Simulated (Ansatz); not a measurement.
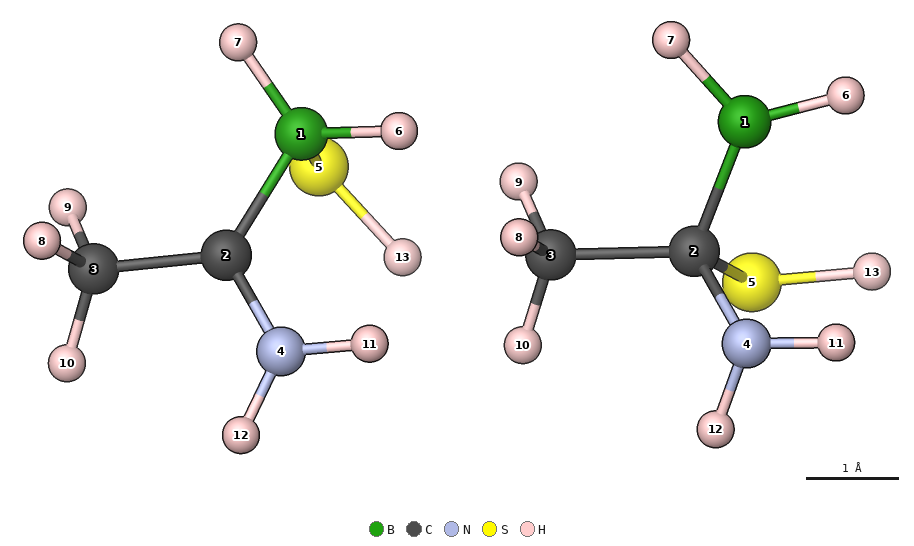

Two geometries of C₂H₈BNS, drawn at one scale. One is the start of a relaxation, the other its converged end. The picture is a ball-and-stick view, seen face on.

The calculation used Ansatz 0.2.0, RKS r2SCANh-D4/def2-SVP. (no spin polarisation; force threshold 0.015 eV/Å; at most 40 steps)

### Which one is relaxed?

The left one is the relaxed one. The run prepares an end point of a later path (torsion) calculation, from a guessed geometry. The atom that moves furthest after the best rigid fit is S5 (1.29 Å). Largest moves by element: S 1.29 Å, H 0.59 Å, B 0.42 Å, C 0.41 Å, N 0.13 Å. Near-neighbour distances that change, for instance: B1–S5 2.796 → 1.953 Å, C2–S5 1.845 → 2.597 Å, N4–S5 2.687 → 3.404 Å, C3–S5 2.776 → 3.284 Å. New bonds form: B1–S5 (2.80 → 1.95 Å). Bonds break: C2–S5 (1.85 → 2.60 Å). Bond angles that change, for instance: C2–N4–H12 108.4° → 123.1°, B1–C2–N4 107.0° → 120.1°, C2–B1–H6 125.1° → 112.8°. Over 18 accepted moves (19 points after the start) the energy falls by 137.9 kJ/mol. The largest force component goes from 3.2 to 0.0058 eV/Å. The line search rejected the trial step at point 11 of the run.
